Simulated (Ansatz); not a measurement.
SiNH4F: several calculations on one system

Part 1: Relaxation

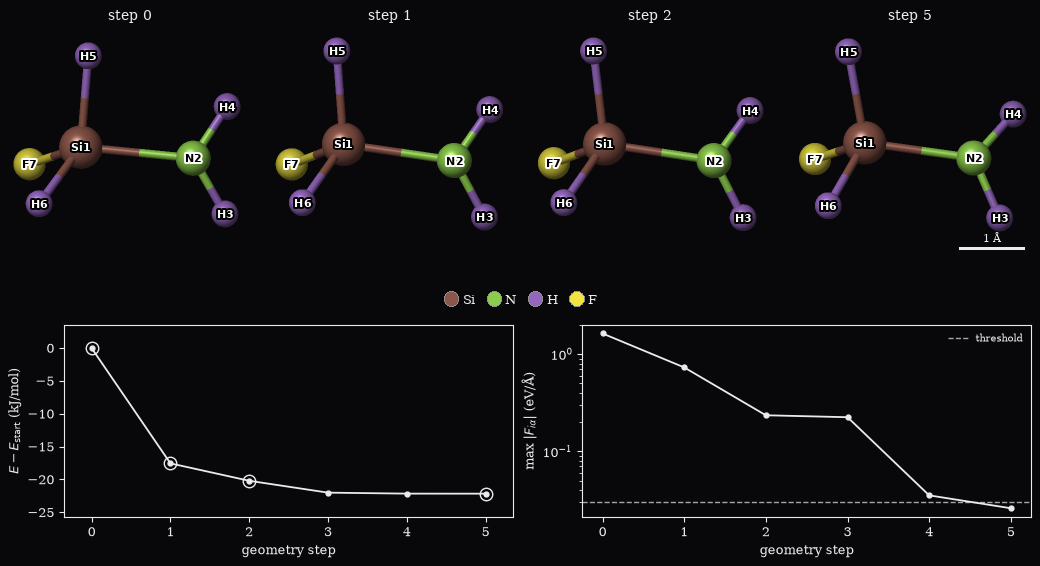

Frames of a relaxation of SiNH₄F, marked on the history of the run. Style: ball-and-stick. Shown at a tilt.

The run prepares an end point of a later path (reaction) calculation, from a guessed geometry.

These are results of Ansatz 0.2.0, RKS B3LYP-D4/def2-SVP, not measurements.

The input:
```yaml
crystal:
  periodic: [false, false, false]
  atoms:
    - { symbol: Si, position_ang: [0.295621, 0.043072, 0.086992] }
    - { symbol: "N", position_ang: [0.80409, 0.131651, 1.766652] }
    - { symbol: H, position_ang: [0.17813, 0.064054, 2.565017] }
    - { symbol: H, position_ang: [1.713593, -0.265127, 1.983784] }
    - { symbol: H, position_ang: [1.673122, 0.16174, -0.365432] }
    - { symbol: H, position_ang: [-0.666613, 1.107434, -0.276768] }
    - { symbol: F, position_ang: [-0.385543, -1.348823, -0.417546] }
basis:
  gaussian: { orbitals: def2-SVP }
hamiltonian:
  xc: b3lyp
  dispersion: d4
relax:
  f_tol: 0.03
  max_steps: 50
output:
  orbitals: {}
```

Run as
```bash
ansatz run input.yaml --threads 1 --pin off --max-ram 2048MiB --backend cpu --events-out ev --progress --plain --runs-dir out
```

**What happens along the run?**

Over 5 geometry steps the energy falls by 22.2 kJ/mol. Largest force component: 1.6 eV/Å at the start, 0.026 eV/Å at the end. The atom that moves furthest after the best rigid fit is H5 (0.33 Å). Largest moves by element: H 0.33 Å, F 0.12 Å, Si 0.09 Å, N 0.04 Å. Near-neighbour distances that change, for instance: Si1–N2 1.757 → 1.712 Å, Si1–H5 1.455 → 1.484 Å, Si1–F7 1.630 → 1.635 Å, Si1–H6 1.480 → 1.484 Å. Bond angles that change, for instance: N2–Si1–H5 91.1° → 108.3°, H5–Si1–F7 111.7° → 106.2°, Si1–N2–H4 116.3° → 121.5°. From step 0 to 1: H5 moves most (0.20 Å), energy −17.6 kJ/mol. From step 1 to 2: H5 moves most (0.05 Å), energy −2.65 kJ/mol. From step 2 to 5: H atoms move most (0.14 Å), energy −1.96 kJ/mol.

```json
{"step": "0", "E − E(0), kJ/mol": "0.00", "largest force component, eV/Å": "1.6298"}
{"step": "1", "E − E(0), kJ/mol": "-17.55", "largest force component, eV/Å": "0.7300"}
{"step": "2", "E − E(0), kJ/mol": "-20.20", "largest force component, eV/Å": "0.2353"}
{"step": "3", "E − E(0), kJ/mol": "-22.01", "largest force component, eV/Å": "0.2247"}
{"step": "4", "E − E(0), kJ/mol": "-22.16", "largest force component, eV/Å": "0.0353"}
{"step": "5", "E − E(0), kJ/mol": "-22.16", "largest force component, eV/Å": "0.0261"}
```

Part 2: Relaxation

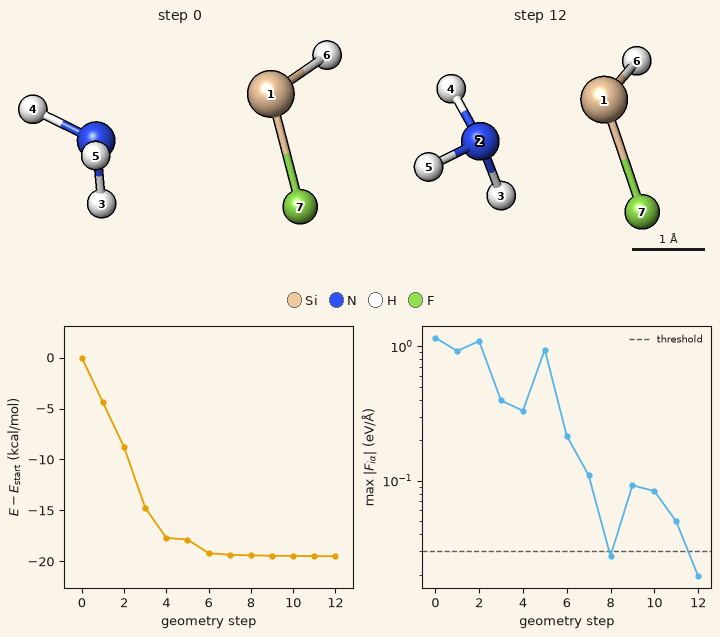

First and last geometry of a relaxation of SiNH4F, with the history of the run. A ball-and-stick model, seen at a tilt.

The run prepares an end point of a later path (reaction) calculation, from a guessed geometry.

Computed with Ansatz 0.2.0, RKS B3LYP-D4/def2-SVP. Settings: no spin polarisation; force threshold 0.03 eV/Å; at most 50 steps.

### What do the curves and the structures tell?

It converged. The energy falls by 19.5 kcal/mol in 12 geometry steps. The largest force component goes from 1.2 to 0.019 eV/Å. The forces were under the threshold at step 8, but the run went on from there. The largest move after the best rigid fit is that of H4, 0.87 Å. Largest moves by element: H 0.87 Å, N 0.52 Å, Si 0.42 Å, F 0.33 Å. Some distances before and after: Si1–N2 2.993 → 2.103 Å, Si1–F7 1.649 → 1.678 Å, N2–H5 1.038 → 1.022 Å, N2–H3 1.020 → 1.025 Å. The run took 19 s on 1 thread of Intel(R) Xeon(R) Platinum 8488C (Sapphire Rapids) (shared host), peak memory 0.15 GiB.

```
step  E − E(0), kcal/mol  largest force component, eV/Å
   0                0.00                         1.1593
   1               -4.40                         0.9225
   2               -8.78                         1.0936
   3              -14.72                         0.3956
   4              -17.69                         0.3311
   5              -17.85                         0.9447
   6              -19.18                         0.2157
   7              -19.34                         0.1098
   8              -19.41                         0.0275
   9              -19.44                         0.0922
  10              -19.46                         0.0837
  11              -19.48                         0.0497
  12              -19.48                         0.0195
```

Limits of the set-up: the start holds two separate molecules, 2.7 Å apart at their closest, whose relative position is a soft coordinate.

Part 3: Path

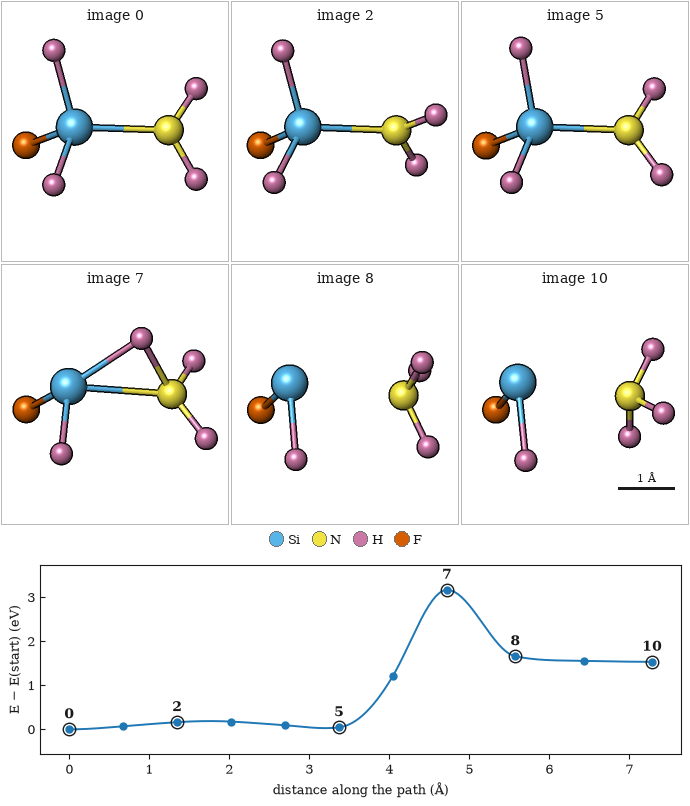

A search for the minimum-energy path of SiNH$_{4}$F by the nudged elastic band. Images are numbered from 0 (start) to 10 (end). Style: ball-and-stick. Shown at a tilt.

All numbers below come from Ansatz, RKS B3LYP-D4/def2-SVP. Run with 9 movable images; climbing image; force threshold 0.05 eV/Å; iteration limit 60; starting path through a guess of the saddle point.

### Describe the mechanism and the energy profile.

The path has more than one stage, and so few images may leave a stage unresolved. Breaking: H–Si (1.48 → 2.68 Å). Forming: H–N (2.59 → 1.02 Å). The highest point, image 7, lies 3.17 eV above the start and 1.64 eV above the end; the end is at +1.53 eV relative to the start. The band converged in 26 iterations. The largest component of the band force went from 7.7 to 0.039 eV/Å. The climbing image converged on the top of the path. Its vibrational analysis gives one imaginary mode (1501i cm⁻¹), as a transition state must have.

The run took 4.7 min on 1 thread of Intel(R) Xeon(R) Platinum 8488C (Sapphire Rapids), on a shared host, peak memory 0.14 GiB.
